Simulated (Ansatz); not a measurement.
**Al12F6P10 (Al12P10 zinc blende off rod): density, localisation and related maps**

Input file:

```
crystal:
  periodic: [false, false, false]
  atoms:
    - {symbol: P, position_ang: [1.018104, -3.870819, 0.000019]}
    - {symbol: P, position_ang: [-2.417763, 1.607421, -3.630277]}
    - {symbol: P, position_ang: [0.160489, -1.917841, -4.425087]}
    - {symbol: P, position_ang: [-0.970102, -1.053474, -1.190541]}
    - {symbol: P, position_ang: [-0.971187, 1.922654, 0.506647]}
    - {symbol: P, position_ang: [2.101067, -0.316639, 0.946860]}
    - {symbol: P, position_ang: [1.726950, 1.700804, -2.532481]}
    - {symbol: P, position_ang: [-1.886570, -1.910470, 2.343997]}
    - {symbol: P, position_ang: [0.477928, 1.150919, 4.296026]}
    - {symbol: P, position_ang: [3.057798, -2.183984, -2.538906]}
    - {symbol: Al, position_ang: [-2.228315, 1.208536, -1.368476]}
    - {symbol: Al, position_ang: [-2.024546, -0.262077, 0.768533]}
    - {symbol: Al, position_ang: [0.737054, -2.756874, -2.159982]}
    - {symbol: Al, position_ang: [0.385867, -2.117319, 1.455724]}
    - {symbol: Al, position_ang: [2.645854, -2.216905, -0.299393]}
    - {symbol: Al, position_ang: [-1.269027, -0.449007, -3.436393]}
    - {symbol: Al, position_ang: [-0.213855, 2.453930, -3.540615]}
    - {symbol: Al, position_ang: [1.759271, -0.478951, -3.377976]}
    - {symbol: Al, position_ang: [0.711612, 0.683497, -0.637403]}
    - {symbol: Al, position_ang: [-0.885262, 2.446467, 2.831436]}
    - {symbol: Al, position_ang: [1.946027, -0.370456, 3.280740]}
    - {symbol: Al, position_ang: [-1.252834, -0.138720, 3.625819]}
    - {symbol: F, position_ang: [-3.503695, 0.391513, -0.262293]}
    - {symbol: F, position_ang: [1.195192, -2.091855, 3.173614]}
    - {symbol: F, position_ang: [-0.057619, 3.835668, -4.486960]}
    - {symbol: F, position_ang: [-1.254911, 4.028217, 3.246255]}
    - {symbol: F, position_ang: [3.385967, -0.625076, 4.110937]}
    - {symbol: F, position_ang: [-2.373506, 1.330852, 3.300173]}
basis:
  gaussian: {orbitals: def2-SVP, fitting: {mean_field: def2-universal-jkfit}, initial_orbitals: start.molden}
hamiltonian: {xc: pbe0, dispersion: d4}
scf: {omitted_lower_state_checks: [starts]}
output: {forces: true, orbitals: {seedname: orbitals}}
```

Run with:

```sh
ansatz run in.yaml --threads 2 --pin off --events-out ev --progress --plain --max-ram 32768MiB --backend cuda --devices 0, --max-vram 18GiB
```

Geometry: PBE-D4/def2-SVP.

These are results of RKS PBE0-D4/def2-SVP (Ansatz), not measurements.

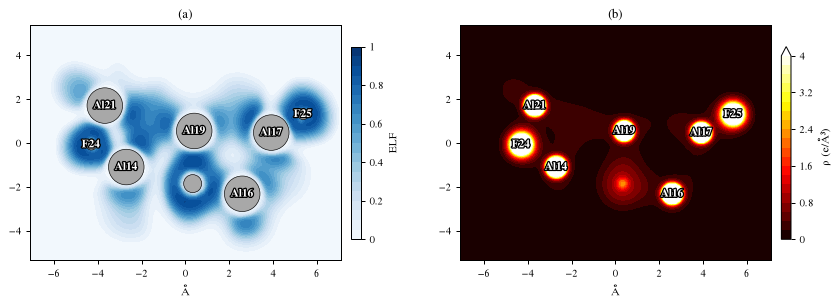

Figure 1. (a) electron localisation function; (b) electron density on the plane of atoms Al14, F24 and Al21. Grey discs cover the atomic cores in the ELF map.

### Describe what can be read from this map.

The plane passes through Al and F nuclei. Al–F (1.68 Å): ρ at the midpoint is about 0.76 e/Å³; the ELF peaks at about 0.85 in the valence shell of F, 0.6 Å from its nucleus, and is about 0.25 at the midpoint. Al–F (1.90 Å): ρ is about 0.45 e/Å³ halfway; the ELF peaks at about 0.85 in the valence shell of F, 0.6 Å from its nucleus, and is about 0.30 at the midpoint. The ELF also peaks beside F24 and F25, away from the bonds: lone-pair regions.

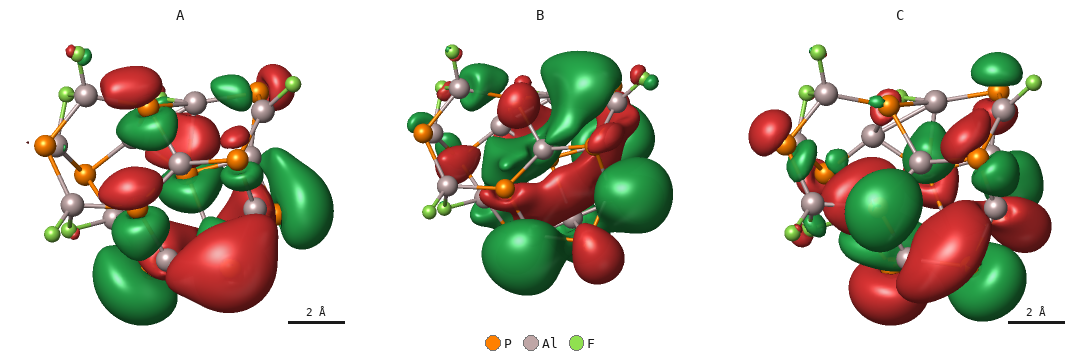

Figure 2. Three frontier orbitals at ±0.04 Å⁻³ᐟ² (green and red are the two phases), in no order.

### Which picture is the HOMO−1, the HOMO and the LUMO?

C is the HOMO−1 (−7.06 eV). By Hirshfeld shares it lies mainly on P10 (about 25 %), P1 (about 15 %), P6 (about 15 %) and Al15 (about 5 %). A is the HOMO (−6.58 eV). Its weight (Hirshfeld) is mainly on P10 (about 25 %), P1 (about 20 %), P3 (about 15 %), Al13 (about 10 %) and P4 (about 5 %). B is the LUMO (−3.29 eV). Its weight (Hirshfeld) is mainly on Al18 (about 15 %), Al15 (about 15 %), Al16 (about 10 %), P10 (about 10 %) and Al13 (about 5 %).

### What is the HOMO–LUMO gap?

3.29 eV between the orbital energies.

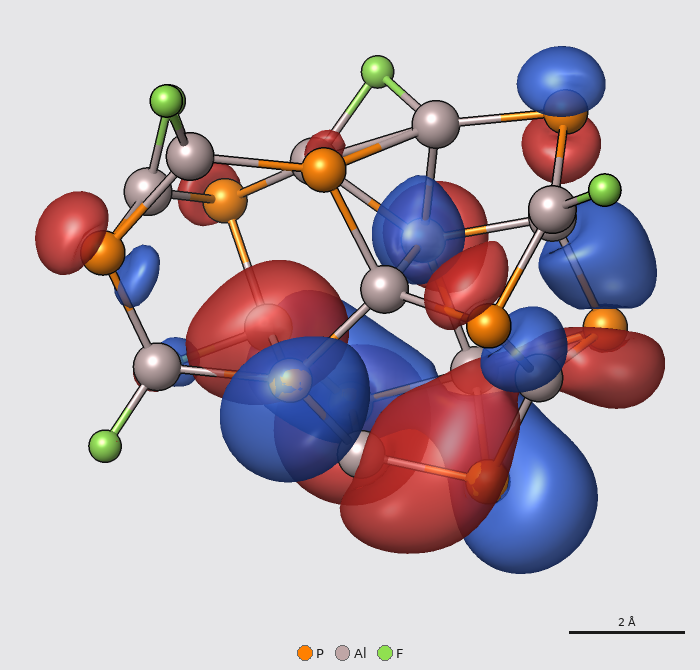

Figure 3. The HOMO−1 at ±0.05 Å⁻³ᐟ² (blue and red are the two phases), seen at a tilt.

### Where does this orbital lie, and at what energy?

By Hirshfeld shares it lies mainly on P10 (about 25 %), P1 (about 15 %), P6 (about 15 %) and Al15 (about 5 %). Its energy is −7.06 eV.
